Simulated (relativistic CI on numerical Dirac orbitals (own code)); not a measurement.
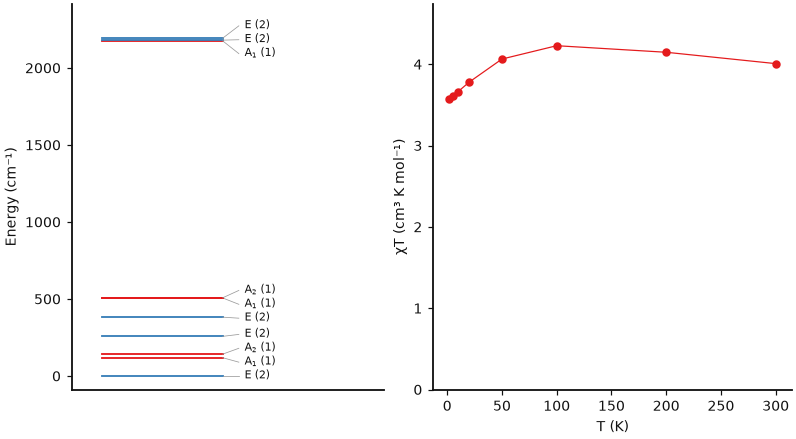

Fe²⁺ (3d⁶) in a field of D3d symmetry with 10Dq = 9,350, Dσ = −690, Dτ = 40 cm⁻¹. Labels give the double-group representation and, in brackets, the degeneracy; the lowest 10 of 141 levels are drawn. Level of the calculation: Dirac CI, KLI exchange-only orbitals, Breit term, model QED, valence Slater integrals scaled by 0.7. One open-shell configuration in a parametric field without covalency; powder susceptibility by Van Vleck's formula.

Describe the ground state and the magnetism.

The free ion's lowest level is ⁵D₄. The ground level is E, a doublet, with total spin S = 2.00 (from expectation values). The next level lies at 119 cm⁻¹ (A₁). The field lowers the ground state by 4,380 cm⁻¹ against the free ion. χT is 3.57 cm³ K mol⁻¹ at 2 K, 4.06 at 50 K and 4.01 at 300 K, an effective moment of 5.66 μB at room temperature.

Limits of the model: the configuration is the one typed, which at low charge need not be the free ion's ground configuration.
